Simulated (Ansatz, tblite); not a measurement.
**Ge10H18 bond disc (GaGe9H18−): charged states by level of theory**

Aim: the energy of removing an electron for Ge10H18 bond disc (GaGe9H18−), by energy differences, and how well orbital energies stand in for it.

Method: as each input shows; program: Ansatz 0.2.0, Gaussian basis.

Plan: charge 0 doublet, at the geometry of the singlet (PBE0-D4/def2-TZVP, PBE-D4/def2-TZVP, B2PLYP/def2-TZVP); the starting singlet's energies come from earlier runs.

## Step 1: The relaxed structure

The singlet was relaxed beforehand with PBE-D4/def2-SVP.

28 atoms, charge -1, spin multiplicity 1.

Atoms are counted from 1 here; the program's logs count them from 0.

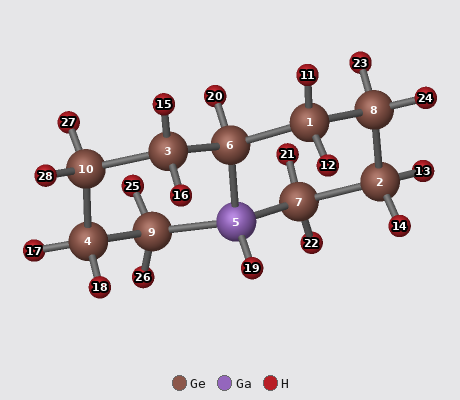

The structure; germanium brown, gallium purple, hydrogen red; atoms are numbered from 1 in the order of the file.

The ion is computed in the gas phase, without counter-ions or solvent.

## Step 2: Charge 0 doublet at the fixed geometry, PBE0-D4/def2-TZVP

The input, in.yaml:

```yaml
crystal:
  periodic: [false, false, false]
  atoms:
    - {symbol: Ge, position_ang: [-2.123141, 0.659896, 2.096617]}
    - {symbol: Ge, position_ang: [-2.202259, 3.546320, -0.747032]}
    - {symbol: Ge, position_ang: [0.661019, -2.126158, 2.093630]}
    - {symbol: Ge, position_ang: [3.545794, -2.204424, -0.751638]}
    - {symbol: Ga, position_ang: [0.868252, 0.868119, -0.749891]}
    - {symbol: Ge, position_ang: [-0.592848, -0.593464, 0.640199]}
    - {symbol: Ge, position_ang: [-0.695681, 2.194327, -2.141493]}
    - {symbol: Ge, position_ang: [-3.540731, 2.137336, 0.745697]}
    - {symbol: Ge, position_ang: [2.191228, -0.697228, -2.142980]}
    - {symbol: Ge, position_ang: [2.137266, -3.543551, 0.741203]}
    - {symbol: H, position_ang: [-3.045166, -0.216430, 3.013415]}
    - {symbol: H, position_ang: [-1.316280, 1.575458, 3.073413]}
    - {symbol: H, position_ang: [-3.186301, 4.477756, -1.538486]}
    - {symbol: H, position_ang: [-1.392715, 4.513188, 0.180053]}
    - {symbol: H, position_ang: [-0.215920, -3.048416, 3.009820]}
    - {symbol: H, position_ang: [1.577039, -1.320657, 3.071635]}
    - {symbol: H, position_ang: [4.475732, -3.187905, -1.545160]}
    - {symbol: H, position_ang: [4.514590, -1.395681, 0.174168]}
    - {symbol: H, position_ang: [1.783724, 1.783216, 0.180899]}
    - {symbol: H, position_ang: [-1.554264, -1.553474, -0.146979]}
    - {symbol: H, position_ang: [-1.688650, 1.364387, -3.028732]}
    - {symbol: H, position_ang: [-0.085562, 3.235685, -3.150762]}
    - {symbol: H, position_ang: [-4.498660, 1.252693, -0.116935]}
    - {symbol: H, position_ang: [-4.482956, 3.006145, 1.648957]}
    - {symbol: H, position_ang: [1.357479, -1.690260, -3.027629]}
    - {symbol: H, position_ang: [3.229836, -0.088307, -3.154919]}
    - {symbol: H, position_ang: [1.251071, -4.499838, -0.122125]}
    - {symbol: H, position_ang: [3.005304, -4.487534, 1.642757]}
basis:
  gaussian: {orbitals: def2-TZVP, fitting: {mean_field: def2-universal-jkfit}}
magnetization: {spin_polarized: true, initial_magnetization: 1}
hamiltonian: {xc: pbe0, dispersion: d4}
scf: {omitted_lower_state_checks: [starts]}
output: {orbitals: {seedname: orbitals}}
```

On the command line:

```
$ ansatz run in.yaml --threads 2 --pin off --events-out ev --progress --plain --max-ram 32768MiB --backend cuda --devices 0, --max-vram 18GiB
```

Output:

```text
Functional definition: PBE0
  name "PBE0"
  cite "Adamo & Barone, J. Chem. Phys. 110, 6158 (1999) doi:10.1063/1.478522"
  cite "Perdew, Burke & Ernzerhof, Phys. Rev. Lett. 77, 3865 (1996) doi:10.1103/PhysRevLett.77.3865"
  parent pbe
  parameter a = 0.25
  parameter kappa = 0.804
  parameter beta = 0.06672455060314922
  exchange = (1 - a)*pbe_x(kappa = kappa, mu = beta*pi^2/3) + a*exact_x
  correlation = pbe_c(beta = beta)
these checks for a lower state are left out or cut short: starts
2984 factors; integrals over basis functions are off by at most 6.4e-1 eV
mean field evaluation 1: about -561264.5614 eV, gradient 3.5e1 eV
mean field evaluation 2: about -561264.3030 eV, gradient 3.8e1 eV
mean field evaluation 4: about -561266.7144 eV, gradient 2.8e0 eV
mean field evaluation 8: about -561266.7391 eV, gradient 2.7e-1 eV
mean field evaluation 16: about -561266.7405 eV, gradient 1.8e-3 eV
mean field evaluation 32: about -561266.7405 eV, gradient 6.6e-6 eV
mean field -561266.74050114 eV, -20626.1722731562 hartree, gradient 6.6e-6 eV, S^2 0.756077; 0 other end points of the search recorded, 0 dependent functions left out
reference -561266.74056906 eV, -20626.1722756521 hartree; 169, 168 occupied and 419, 420 virtual orbitals, 2984 factors
Total energy: -561267.83800394 eV, -20626.2126056401 hartree
Checks for a lower state left out: starts
```

Run time: 19 s. Hardware: 1 × H100 (card shared with other runs) with 2 threads of AMD EPYC 7R13, shared host; peak host memory 1.2 GiB.

Report: HOMO -6.90 eV, LUMO -5.71 eV (over both spins); ⟨S²⟩ 0.756 (pure: 0.75).

## Step 3: Charge 0 doublet at the fixed geometry, PBE-D4/def2-TZVP

start.molden holds the orbitals of an earlier run on this state, given as this run's starting guess.

in.yaml: that of step 2 with these lines changed.

```diff
@@ -32,5 +32,5 @@
 basis:
-  gaussian: {orbitals: def2-TZVP, fitting: {mean_field: def2-universal-jkfit}}
+  gaussian: {orbitals: def2-TZVP, fitting: {mean_field: def2-universal-jkfit}, initial_orbitals: start.molden}
 magnetization: {spin_polarized: true, initial_magnetization: 1}
-hamiltonian: {xc: pbe0, dispersion: d4}
+hamiltonian: {xc: pbe, dispersion: d4}
 scf: {omitted_lower_state_checks: [starts]}
```

The command is unchanged.

Output:

```text
Functional definition: PBE
  name "PBE"
  cite "Perdew, Burke & Ernzerhof, Phys. Rev. Lett. 77, 3865 (1996) doi:10.1103/PhysRevLett.77.3865"
  parent pbe
  parameter kappa = 0.804
  parameter beta = 0.06672455060314922
  exchange = pbe_x(kappa = kappa, mu = beta*pi^2/3)
  correlation = pbe_c(beta = beta)
these checks for a lower state are left out or cut short: starts
2984 factors; integrals over basis functions are off by at most 6.4e-1 eV
mean field evaluation 1: about -561251.5070 eV, gradient 1.8e1 eV
mean field evaluation 2: about -561252.0561 eV, gradient 6.6e-1 eV
mean field evaluation 4: about -561252.0482 eV, gradient 1.7e-1 eV
mean field evaluation 8: about -561252.0484 eV, gradient 2.1e-5 eV
mean field -561252.04836335 eV, -20625.6323470509 hartree, gradient 6.4e-6 eV, S^2 0.751528; 0 other end points of the search recorded, 0 dependent functions left out
reference -561252.04845297 eV, -20625.6323503445 hartree; 169, 168 occupied and 419, 420 virtual orbitals, 2984 factors
Total energy: -561253.27333899 eV, -20625.6773640754 hartree
Checks for a lower state left out: starts
```

It took 11 s on 1 × H100 (card shared with other runs) with 2 threads of AMD EPYC 7R13, shared host; peak host memory 1.2 GiB.

Report: HOMO -6.03 eV, LUMO -5.96 eV (over both spins); ⟨S²⟩ 0.752 (pure: 0.75).

## Step 4: Charge 0 doublet at the fixed geometry, B2PLYP/def2-TZVP

in.yaml: that of step 3 with these lines changed.

```diff
@@ -34,4 +34,3 @@
 magnetization: {spin_polarized: true, initial_magnetization: 1}
-hamiltonian: {xc: pbe, dispersion: d4}
+hamiltonian: {xc: {name: B2PLYP}}
 scf: {omitted_lower_state_checks: [starts]}
-output: {orbitals: {seedname: orbitals}}
```

The command is unchanged.

Output:

```text
Functional definition: B2PLYP
  name "B2PLYP"
  cite "Grimme, J. Chem. Phys. 124, 034108 (2006) doi:10.1063/1.2148954"
  cite "Becke, Phys. Rev. A 38, 3098 (1988) doi:10.1103/PhysRevA.38.3098"
  cite "Lee, Yang & Parr, Phys. Rev. B 37, 785 (1988) doi:10.1103/PhysRevB.37.785"
  parameter a = 0.53
  parameter c = 0.27
  exchange = (1 - a)*b88_x + a*exact_x
  correlation = (1 - c)*lyp_c + c*(mp2_os + mp2_ss)
these checks for a lower state are left out or cut short: starts
2984 factors; integrals over basis functions are off by at most 6.4e-1 eV
mean field evaluation 1: about -561212.9042 eV, gradient 1.8e1 eV
mean field evaluation 2: about -561213.4529 eV, gradient 8.0e-1 eV
mean field evaluation 4: about -561213.4673 eV, gradient 2.7e-1 eV
mean field evaluation 8: about -561213.4678 eV, gradient 2.9e-6 eV
mean field -561213.46784878 eV, -20624.2145392912 hartree, gradient 2.9e-6 eV, S^2 0.765998; 0 other end points of the search recorded, 0 dependent functions left out
90 core orbitals not correlated: weight in the atoms' cores, before any rotation towards them, 1.000 or more for the frozen orbitals, at most 0.000 for the correlated occupied ones
reference -561213.46821135 eV, -20624.2145526155 hartree; 79, 78 occupied and 419, 420 virtual orbitals, 2984 factors
second order -84.46201465 eV of doubles, -0.00000000 eV of singles
Total energy: -561236.27295530 eV, -20625.0526114982 hartree
Checks for a lower state left out: starts
```

Wall time 15 s (1 × H100 (card shared with other runs) with 2 threads of AMD EPYC 7R13, shared host); peak host memory 3.8 GiB.

⟨S²⟩ 0.766 (pure: 0.75).

## Step 5: Vertical ionisation energy

Charged state less starting state, singlet to doublet; the starting state's energies are those of its earlier runs.

```tsv
level	vertical ionisation energy (eV)	time
PBE-D4/def2-TZVP	+4.31	16 s
PBE0-D4/def2-TZVP	+4.60	29 s
B2PLYP/def2-TZVP	+4.59	33 s
```

Times add the two runs; a level without a time comes out of a correlated run.

Beside −ε(HOMO) of the starting state:

```tsv
level	−ε(HOMO) (eV)	by difference (eV)	mismatch (eV)
PBE-D4/def2-TZVP	2.51	4.31	-1.80
PBE0-D4/def2-TZVP	3.38	4.60	-1.22
```

## Step 6: Summary of results

| quantity | value |
| --- | --- |
| vertical ionisation energy, functionals in def2-TZVP | 4.31 (PBE-D4) to 4.60 eV (PBE0-D4) |

In words: The vertical ionisation energy spans 4.31 to 4.60 eV over the functionals. −ε(HOMO) misses the level's own difference by -1.22 eV at best (PBE0-D4) and -1.80 eV at worst (PBE-D4).
